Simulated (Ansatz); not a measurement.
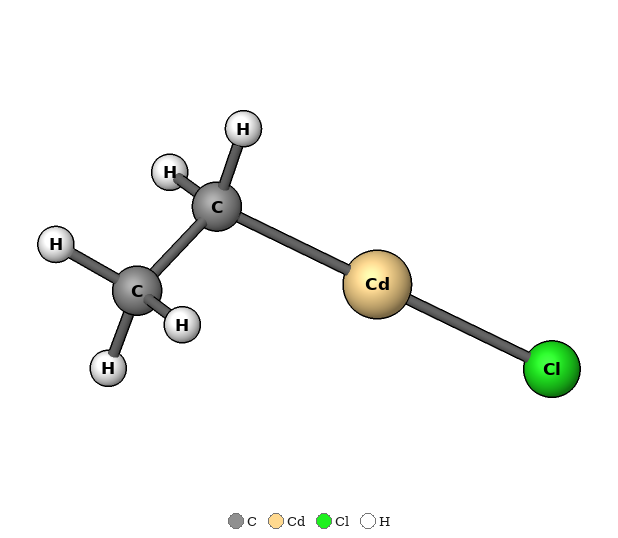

Harmonic vibrations computed with RKS PBE0-D4/def2-TZVP, core potentials on Cd (Ansatz 0.2.0) at a stationary point of the same level.

How many imaginary frequencies does it have?

A minimum: no imaginary frequency, and the lowest mode lies at 72 cm⁻¹.

List the wavenumbers.

21 modes: 72, 94, 227, 239, 347, 500, 646, 950, 974, 1045, 1197, 1257, 1408, 1457, 1492, 1496, 3033, 3067, 3097, 3106, 3128 cm⁻¹.
